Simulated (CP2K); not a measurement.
# CH5BrGe (SMILES [GeH3][CH2]Br): PM6

What is the vertical electron affinity of CH5BrGe at PM6? 

The calculation is run with CP2K 2026.2.

2 further runs of the same task are left out: 2 that didn't finish.

### Step 1. The system as given

CH5BrGe: 8 atoms, total charge 0, spin state singlet. As SMILES, `[GeH3][CH2]Br`. The shape comes from GFN2-xTB, which is rough for such elements, and wasn't checked as a minimum.

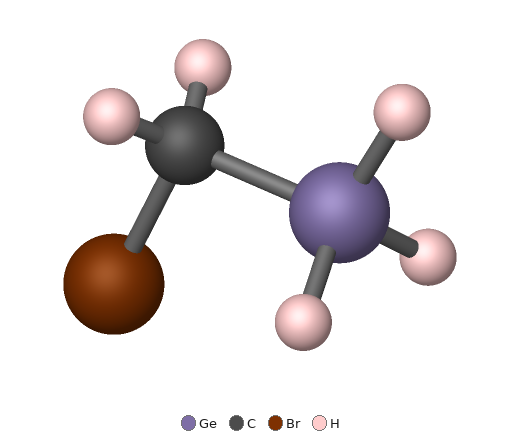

The structure, seen from a chosen angle (germanium purple, carbon dark grey, bromine brown, hydrogen pink).

### Step 2. Energy and gradient at PM6

Input file molecule.xyz:

```xyz
8

Ge    -0.586140     0.636330    -0.477230
C      0.479550    -0.549670     0.685370
Br     1.624920    -1.593290    -0.496330
H     -1.366440    -0.205730    -1.427530
H      0.345190     1.510310    -1.245600
H     -1.513770     1.478150     0.340540
H      1.136130    -0.016550     1.369280
H     -0.119430    -1.259550     1.251490
```

Input file mol.inp:

```
&GLOBAL
   PROJECT_NAME mol
   RUN_TYPE ENERGY_FORCE
   PRINT_LEVEL MEDIUM
&END GLOBAL

&FORCE_EVAL
   METHOD Quickstep
   &DFT
      ! Quickstep
      &QS
         METHOD PM6
         EPS_DEFAULT 1.0E-10
         &SE
            &COULOMB
               CUTOFF [angstrom] 50
               RC_RANGE [angstrom] 0
            &END COULOMB
            &EXCHANGE
               CUTOFF [angstrom] 50
               RC_RANGE [angstrom] 0
            &END EXCHANGE
         &END SE
      &END QS
      ! cluster boundary conditions
      &POISSON
         PERIODIC NONE
         POISSON_SOLVER ANALYTIC
      &END POISSON
      ! self-consistent field
      &SCF
         SCF_GUESS ATOMIC
         EPS_SCF 1.0E-07
         MAX_SCF 150
         ADDED_MOS 4
         &DIAGONALIZATION
            ALGORITHM STANDARD
         &END DIAGONALIZATION
         &MIXING
            METHOD DIRECT_P_MIXING
            ALPHA 0.4
         &END MIXING
      &END SCF
      &PRINT
         &MOMENTS
            PERIODIC F
            REFERENCE COM
            MAX_MOMENT 1
         &END MOMENTS
         &MO ON
            ENERGIES T
            OCCUPATION_NUMBERS T
            NDIGITS 6
            &EACH
               QS_SCF 0
            &END EACH
            ADD_LAST NUMERIC
         &END MO
         &HIRSHFELD OFF
         &END HIRSHFELD
      &END PRINT
   &END DFT
   &SUBSYS
      &CELL
         ABC 15.1 15.1 14.8
         PERIODIC NONE
      &END CELL
      &TOPOLOGY
         COORD_FILE_NAME molecule.xyz
         COORD_FILE_FORMAT XYZ
         &CENTER_COORDINATES
         &END CENTER_COORDINATES
      &END TOPOLOGY
   &END SUBSYS
   &PRINT
      &FORCES ON
      &END FORCES
   &END PRINT
&END FORCE_EVAL
```

Launch:

```sh
$ OMP_NUM_THREADS=1 cp2k.psmp -i mol.inp > mol.out 2>&1
```

Output:

```text
CP2K| version string:                                       CP2K version 2026.2
[...]
 GLOBAL| Method name                                                        CP2K
[...]
 GLOBAL| Run type                                                   ENERGY_FORCE
[...]
                             - Atoms:                                          8
[...]
                             - Spherical basis functions:                     22
[...]
 Number of electrons:                                                         20
[...]
     1 P_Mix/Diag. 0.40E+00    0.0     0.55942588       -14.4780837984 -1.45E+01
[...]
    19 DIIS/Diag.  0.38E-07    0.0     0.00000007       -18.3040178311 -6.04E-14
  *** SCF run converged in    19 steps ***
  Core-core repulsion energy [eV]:                            845.54927628867927
  Core Hamiltonian energy [eV]:                              -764.74970022633329
  Two-electron integral energy [eV]:                        -1157.75446276198841
  Electronic energy [eV]:                                   -1343.62693160732761
  Total energy [eV]:                                         -498.07765531864811
  Atomic reference energy [eV]:                               498.81779216411866
  Heat of formation [kcal/mol]:                                17.06796247941507
[...]
 SE_DIPOLE| Moment [Debye]          1.18976395      -1.14582384      -0.59482317
 SE_DIPOLE| Derivative [a.u.]       0.00000000       0.00000000       0.00000000
 ENERGY| Total FORCE_EVAL ( QS ) energy [hartree]            -18.304017831075559
 FORCES| Atomic forces [hartree/bohr]
 FORCES|   Atom     x               y               z               |f|
 FORCES|      1  6.37055688E-04 -1.54686621E-03  1.10129242E-02   1.11392609E-02
 FORCES|      2 -2.13617004E-03  3.32092470E-03 -1.27029156E-02   1.33024745E-02
 FORCES|      3  6.91500845E-03 -6.81337406E-03 -1.98645820E-03   9.90885584E-03
 FORCES|      4 -7.11288530E-03 -1.09590440E-02 -8.28143289E-03   1.54685459E-02
 FORCES|      5  1.17163146E-02  7.83306194E-03 -6.31137784E-03   1.54422271E-02
 FORCES|      6 -6.55869440E-03  5.47557652E-03  9.44001244E-03   1.27323307E-02
 FORCES|      7  1.65063051E-03  4.73061534E-03  4.75601597E-03   6.90818286E-03
 FORCES|      8 -5.11125951E-03 -2.04089429E-03  4.07323196E-03   6.84700240E-03
 FORCES| Sum    -1.38777878E-17  2.81025203E-16  3.88578059E-16
 FORCES| Total atomic force                                       4.79750628E-16
[...]
```

Run time: 0.28 s. Hardware: 1 thread of Arm Neoverse V1, shared host.

### Step 3. The doublet anion, same level

molecule.xyz is that of step 2.

Input file gas.inp:

```
&GLOBAL
  PROJECT gas
  RUN_TYPE ENERGY_FORCE
  PRINT_LEVEL MEDIUM
&END GLOBAL
&FORCE_EVAL
  METHOD Quickstep
  &DFT
    CHARGE -1
    MULTIPLICITY 2
    UNRESTRICTED_KOHN_SHAM T
    &QS
      METHOD PM6
      EPS_DEFAULT 1.0E-10
      &SE
        &COULOMB
          CUTOFF [angstrom] 50
          RC_RANGE [angstrom] 0
        &END COULOMB
        &EXCHANGE
          CUTOFF [angstrom] 50
          RC_RANGE [angstrom] 0
        &END EXCHANGE
      &END SE
    &END QS
    # isolated system
    &POISSON
      PERIODIC NONE
      POISSON_SOLVER ANALYTIC
    &END POISSON
    # SCF settings
    &SCF
      SCF_GUESS ATOMIC
      EPS_SCF 1.0E-07
      MAX_SCF 100
      &DIAGONALIZATION
        ALGORITHM STANDARD
      &END DIAGONALIZATION
      &MIXING
        METHOD DIRECT_P_MIXING
        ALPHA 0.4
      &END MIXING
    &END SCF
    &PRINT
      &MOMENTS
        PERIODIC F
        REFERENCE COM
        MAX_MOMENT 1
      &END MOMENTS
      &MO ON
        ENERGIES T
        OCCUPATION_NUMBERS T
        NDIGITS 6
        &EACH
          QS_SCF 0
        &END EACH
        ADD_LAST NUMERIC
      &END MO
      &HIRSHFELD OFF
      &END HIRSHFELD
    &END PRINT
  &END DFT
  # atoms, cell and kinds
  &SUBSYS
    # vacuum box
    &CELL
      ABC [angstrom] 15.1 15.1 14.8
      PERIODIC NONE
    &END CELL
    &TOPOLOGY
      COORD_FILE_NAME molecule.xyz
      COORD_FILE_FORMAT XYZ
      &CENTER_COORDINATES
      &END CENTER_COORDINATES
    &END TOPOLOGY
  &END SUBSYS
  &PRINT
    &FORCES ON
    &END FORCES
  &END PRINT
&END FORCE_EVAL
```

Launch:

```sh
$ OMP_NUM_THREADS=1 cp2k.psmp gas.inp > gas.out
```

Output:

```text
CP2K| version string:                                       CP2K version 2026.2
[...]
 GLOBAL| Method name                                                        CP2K
[...]
 GLOBAL| Run type                                                   ENERGY_FORCE
[...]
                             - Atoms:                                          8
[...]
                             - Spherical basis functions:                     22
[...]
 Number of electrons:                                                         11
[...]
     1 P_Mix/Diag. 0.40E+00    0.0     0.27509444       -13.6457423609 -1.36E+01
[...]
    28 DIIS/Diag.  0.31E-07    0.0     0.00000006       -18.3264204171 -5.68E-14
  *** SCF run converged in    28 steps ***
  Core-core repulsion energy [eV]:                            845.54927628867927
  Core Hamiltonian energy [eV]:                              -797.53966921925326
  Two-electron integral energy [eV]:                        -1093.39373551310177
  Electronic energy [eV]:                                   -1344.23653697580403
  Total energy [eV]:                                         -498.68726068712476
  Atomic reference energy [eV]:                               498.81779216411866
  Heat of formation [kcal/mol]:                                 3.01012760727732
[...]
 SE_DIPOLE| Moment [Debye]          2.81282140      -2.90174575       0.63068538
 SE_DIPOLE| Derivative [a.u.]       0.00000000       0.00000000       0.00000000
 ENERGY| Total FORCE_EVAL ( QS ) energy [hartree]            -18.326420417128933
 FORCES| Atomic forces [hartree/bohr]
 FORCES|   Atom     x               y               z               |f|
 FORCES|      1 -8.55983590E-05 -9.75059665E-04  1.27105429E-02   1.27481751E-02
 FORCES|      2 -3.15707238E-02  2.84396905E-02  3.55138287E-02   5.53783227E-02
 FORCES|      3  3.89869387E-02 -3.59299767E-02 -3.60942287E-02   6.41384281E-02
 FORCES|      4 -6.19571131E-03 -1.03960196E-02 -7.96405255E-03   1.44875876E-02
 FORCES|      5  1.11103213E-02  6.89715712E-03 -6.16244674E-03   1.44563399E-02
 FORCES|      6 -7.47600390E-03  6.58076874E-03  7.64637928E-03   1.25564433E-02
 FORCES|      7 -2.88428589E-03  2.22955794E-03 -2.85228320E-03   4.62877448E-03
 FORCES|      8 -1.88493675E-03  3.15388164E-03 -2.79773966E-03   4.61814932E-03
 FORCES| Sum     1.80411242E-16  4.23272528E-16 -3.19189120E-16
 FORCES| Total atomic force                                       5.59990663E-16
[...]
```

Wall time 0.3 s (1 thread of Arm Neoverse V1, shared host).

### Step 4. Outcome

At PM6:

| quantity | value |
| --- | --- |
| singlet CH5BrGe: total energy | -18.30402 Eh |
| singlet CH5BrGe: dipole moment | 1.76 D |
| singlet CH5BrGe: HOMO energy | -10.16 eV |
| singlet CH5BrGe: LUMO energy | -0.05 eV |
| singlet CH5BrGe: HOMO–LUMO gap | 10.11 eV |
| singlet CH5BrGe: heat of formation at this unrelaxed shape | 17.1 kcal/mol |
| singlet CH5BrGe: largest force on an atom | 0.795 eV/Å |
| doublet anion: total energy | -18.32642 Eh |
| doublet anion: HOMO energy (highest over α and β) | -1.15 eV |
| doublet anion: heat of formation at this unrelaxed shape | 3.0 kcal/mol |
| doublet anion: largest force on an atom | 3.298 eV/Å |
| vertical electron affinity (to the doublet anion) | 0.610 eV |

In words: At fixed nuclei the extra electron is bound by 0.61 eV (14.1 kcal/mol). The largest force (singlet CH5BrGe) is 0.80 eV/Å: the shape isn't a stationary point for this species at this level. A minimal valence basis can't be trusted even for the sign of an electron affinity.
